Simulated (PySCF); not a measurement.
C$_{3}$H$_{10}$NSi (SMILES [CH2][C@H](C)N[SiH3]) (doublet)

The calculation's input:

```
{"job": {"kind": "epr", "basis": "pcH-1"}, "charge": 0, "multiplicity": 2}
C     -1.073506    -0.932213    -1.408098
C     -0.549173    -0.405546    -0.134298
C     -1.472142     0.643338     0.485831
N      0.790255     0.122652    -0.384375
Si     2.074865     0.112391     0.752930
H     -1.820132    -0.392000    -1.958689
H     -0.543988    -1.721735    -1.905571
H     -0.406298    -1.224792     0.583953
H     -1.040391     1.021878     1.409059
H     -2.443472     0.205377     0.700994
H     -1.608811     1.476459    -0.200978
H      0.782692     0.823857    -1.109899
H      2.161111    -1.257529     1.258980
H      1.895038     1.017142     1.901929
H      3.249539     0.518710    -0.013680
```

Launched as:

```sh
OMP_NUM_THREADS=1 python probes_run.py task.json out
```

Geometry: GFN2-xTB.

Theory: UKS B3LYP, pcH-1 on C H N Si, non-relativistic, mean-field spin-orbit, GIAO (PySCF 2.14.0, density-fitted response routines).

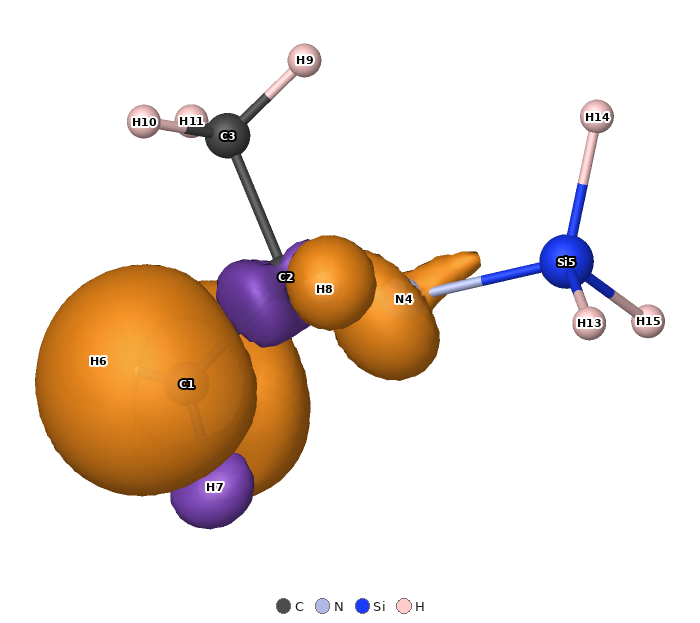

Figure 1. Isosurfaces of the spin density at +0.015 (orange) and −0.015 e/Å³ (purple), seen across its widest extent.

**Which atoms carry the spin?**

The unpaired spin (1 electron) lies mostly on C1 (about 0.7), in electrons by Hirshfeld's partition.

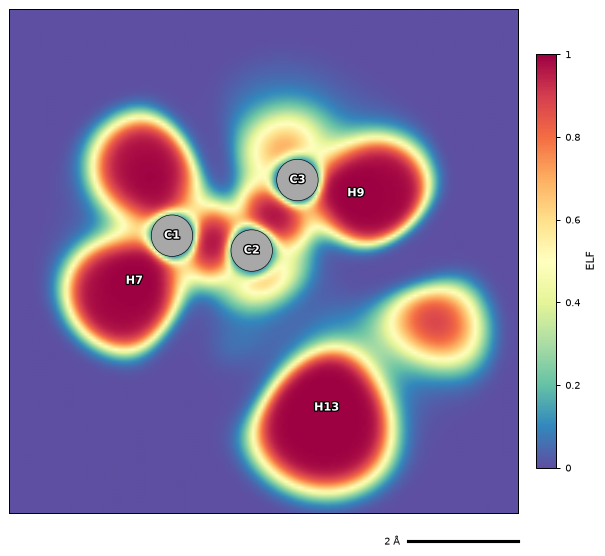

Figure 2. Electron localisation function on the plane of atoms C2, C3 and H9. Grey discs cover the atomic cores.

**What do the fields say about this system?**

- The section cuts through C and H sites.
- C–C (1.47 Å): the ELF peaks at about 0.95 between the atoms (a shared electron pair).
- C–C (1.53 Å): the ELF peaks at about 0.95 between the atoms, as expected for localised, covalent bonding.
- C–H (1.07 Å): the ELF climbs to about 1 towards the hydrogen, as it does in any bond to H: a covalent bond by its length.

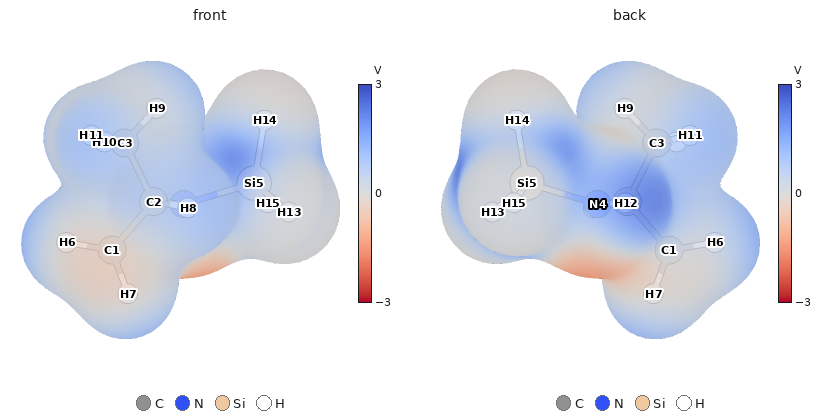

Figure 3. The molecular electrostatic potential painted on the density surface at 0.004 e/bohr³, seen from the front and from behind; the colour scale runs from red (negative) to blue (positive).

**Where is the surface potential most negative and most positive?**

The most negative region (about −1.3 V) lies over N4, the most positive (about +2.1 V) over Si5 and H12. N4 is the likeliest acceptor of a hydrogen bond.
